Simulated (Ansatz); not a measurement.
# HF/STO-3G run of CHClFGeN (SMILES N#[C][GeH]([F])[Cl])

What is the energy change on altering one bond length of CHClFGeN at HF/STO-3G? 

The results are computed with Ansatz 0.2.0.

154 further runs of the same task are left out: 1 that didn't finish, 153 set aside as unsound or not needed.

## Step 1: Starting point

The species is CHClFGeN (6 atoms), meant as a singlet with charge 0. As SMILES, `N#[C][GeH]([F])[Cl]`. Geometry: relaxed at PBE0-D4/def2-TZVP.

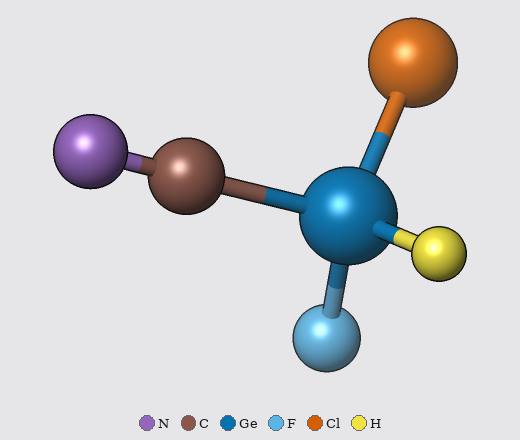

The structure, seen from a chosen angle (nitrogen purple, carbon brown, germanium blue, fluorine blue, chlorine orange, hydrogen yellow).

## Step 2: A single-point energy at HF/STO-3G

The input, input.yaml:

```yaml
crystal:
  periodic: [false, false, false]
  atoms:
    - {symbol: "N", position_ang: [-1.036900, -2.307000, 0.030700]}
    - {symbol: C, position_ang: [-0.544000, -1.267300, 0.040100]}
    - {symbol: Ge, position_ang: [0.237100, 0.477900, 0.107700]}
    - {symbol: F, position_ang: [1.896000, 0.253800, -0.276600]}
    - {symbol: Cl, position_ang: [-0.627600, 1.648100, -1.423900]}
    - {symbol: H, position_ang: [0.117300, 1.130400, 1.475800]}
basis:
  gaussian:
    orbitals: STO-3G
hamiltonian:
  xc: hf
accuracy: high
output: {orbitals: {seedname: orbitals}}
```

Started as:

```bash
$ ansatz run input.yaml --threads 1 --pin off --max-ram 3480MiB --events-out events.jsonl --progress --plain --runs-dir runs
```

Log:

```text
Warning: RAYON_NUM_THREADS=1 ignored (pool sized by the plan → 1); use --threads N
Functional definition: HF
  name "HF"
  exchange = exact_x
  correlation = 0
776 factors; integrals over basis functions are off by at most 3.7e-8 eV
mean field evaluation 1: about -73361.4697 eV, gradient 3.8e1 eV
mean field evaluation 2: about -73361.5242 eV, gradient 3.8e1 eV
mean field evaluation 4: about -73366.5119 eV, gradient 3.0e0 eV
mean field evaluation 8: about -73366.5687 eV, gradient 2.2e-4 eV
mean field -73366.56868434 eV, -2696.1716695030 hartree, gradient 8.5e-9 eV, S^2 0.000000; 0 other end points of the search recorded, 0 dependent functions left out
reference -73366.56868434 eV, -2696.1716695030 hartree; 36, 36 occupied and 7, 7 virtual orbitals, 776 factors
Total energy: -73366.56868434 eV, -2696.1716695030 hartree
```

Wall time 0.66 s (1 thread of Arm Neoverse V1, shared host); peak memory 0.1 GiB.

## Step 3: The distorted shape

The input, molecule.yaml:

```yaml
crystal:
  periodic: [false, false, false]
  atoms:
    - {symbol: "N", position_ang: [-2.363995, -2.127723, 0.338134]}
    - {symbol: C, position_ang: [-1.871095, -1.088023, 0.347534]}
    - {symbol: Ge, position_ang: [-1.089995, 0.657177, 0.415134]}
    - {symbol: F, position_ang: [1.896000, 0.253800, -0.276600]}
    - {symbol: Cl, position_ang: [-1.954695, 1.827377, -1.116466]}
    - {symbol: H, position_ang: [-1.209795, 1.309677, 1.783234]}
basis:
  gaussian: {orbitals: STO-3G}
hamiltonian: {xc: hf}
accuracy: high
output: {orbitals: {seedname: orbitals}}
```

Started as:

```bash
$ ansatz run molecule.yaml --threads 1 --pin off --max-ram 3480MiB --events-out events.jsonl --progress --plain --runs-dir runs
```

Log:

```text
Warning: RAYON_NUM_THREADS=1 ignored (pool sized by the plan → 1); use --threads N
Functional definition: HF
  name "HF"
  exchange = exact_x
  correlation = 0
723 factors; integrals over basis functions are off by at most 5.0e-8 eV
mean field evaluation 1: about -73347.3406 eV, gradient 3.8e1 eV
mean field evaluation 2: about -73347.3675 eV, gradient 3.8e1 eV
mean field evaluation 4: about -73355.0521 eV, gradient 2.6e1 eV
mean field evaluation 8: about -73358.4604 eV, gradient 6.8e-1 eV
mean field evaluation 16: about -73358.4578 eV, gradient 1.8e-8 eV
mean field -73358.45780952 eV, -2695.8736003514 hartree, gradient 1.8e-8 eV, S^2 0.000000; 0 other end points of the search recorded, 0 dependent functions left out
reference -73358.45780952 eV, -2695.8736003514 hartree; 36, 36 occupied and 7, 7 virtual orbitals, 723 factors
Total energy: -73358.45780952 eV, -2695.8736003514 hartree
```

It took 0.64 s on 1 thread of Arm Neoverse V1, shared host; peak memory 0.099 GiB.

## Step 4: What came out

Level: HF/STO-3G.

```
                                                          quantity           value
                                         first shape: total energy  -2696.17167 Eh
                                          first shape: HOMO energy       -11.14 eV
                                          first shape: LUMO energy         6.92 eV
                                        first shape: HOMO–LUMO gap        18.06 eV
                                     distorted shape: total energy  -2695.87360 Eh
                                      distorted shape: HOMO energy        -6.45 eV
                                      distorted shape: LUMO energy         0.67 eV
                                    distorted shape: HOMO–LUMO gap         7.12 eV
energy change with the Ge3–F4 bond stretched from 1.718 to 3.092 Å        8.111 eV
```

In words: One bond (distorted shape) is far stretched, which a spin-restricted single reference describes badly; a broken-symmetry solution may lie lower. With the Ge3–F4 bond stretched from 1.718 to 3.092 Å the energy rises by 8.11 eV (783 kJ/mol). The first shape isn't relaxed at this level, so the change isn't measured from a minimum. A restricted reference can't describe the breaking bond well at this length. The minimal basis adds a large error of its own.
